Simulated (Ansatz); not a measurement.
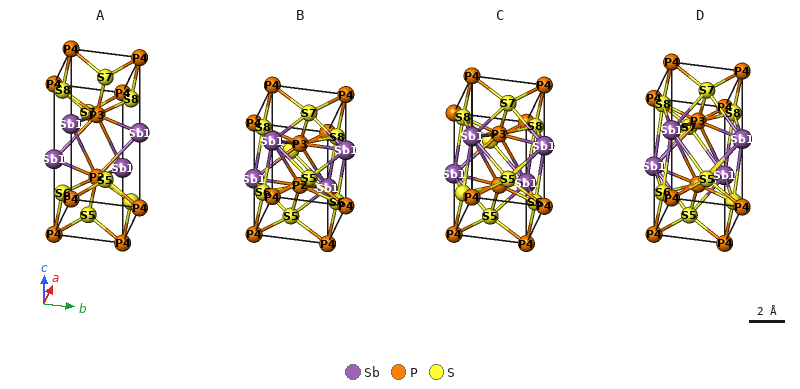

4 geometries from one relaxation of crystalline SbP₃S₄ (built on the RbZn4As3 type) (coarse preliminary run), in shuffled order. The picture is a ball-and-stick view of the cell of the calculation, seen from a free direction.

Case: RbZn4As3 type (P4/mmm, No. 123).

Theory: Ansatz 0.2.0, DFT PBE, scalar-relativistic, plane waves, PAW. Settings: plane-wave cutoff 420 eV; k-point mesh 4 × 4 × 2; occupations gaussian; smearing width 0.1 eV; no spin polarisation; cell and atoms relaxed; force threshold 0.04 eV/Å; at most 70 steps.

**Order the frames from highest to lowest energy.**

A, D, C, B. They are steps 0, 2, 4, 9, at +257 meV per atom, +103 meV per atom, +41.0 meV per atom relative to the last. The largest moves relative to the cell, 0.37 Å, are those of S5, S6, S7 and S8. S5 goes along +c. Largest moves by element: S 0.37 Å, P 0.15 Å. Sb stays in place. The volume changes by −14.5 %, with a = b 4.138 → 4.444 Å (+7.4 %), c 10.271 → 7.612 Å (−25.9 %). Some distances before and after: P2–P3 4.266 → 2.856 Å, Sb1–S5 4.067 → 3.147 Å, Sb1–P2 3.621 → 3.451 Å, P2–S5 2.480 → 2.362 Å. Bond angles that change, for instance: S5–P2–S5 113.0° → 140.4°, P2–S6–P2 113.0° → 140.4°, S5–P2–S6 72.3° → 83.4°. The space group stays P4/mmm (No. 123). After 7 accepted moves (9 points after the start) the energy has fallen by 257 meV per atom. The largest force component goes from 1.2 to 0.01 eV/Å. Pressure: −3.17 GPa at the start and −0.18 GPa at the end. The line search rejected the trial step at point 6 of the run. At 1 point the geometry stayed and the basis and grid were re-selected for the new cell (energy shift of 0.4 meV per atom at most each time). Cost: 58 s on 1 thread of Arm Neoverse V1, on a shared host, peak memory 0.42 GiB.

Limits of the set-up: the k-point mesh is coarse for a cell with partly filled bands.
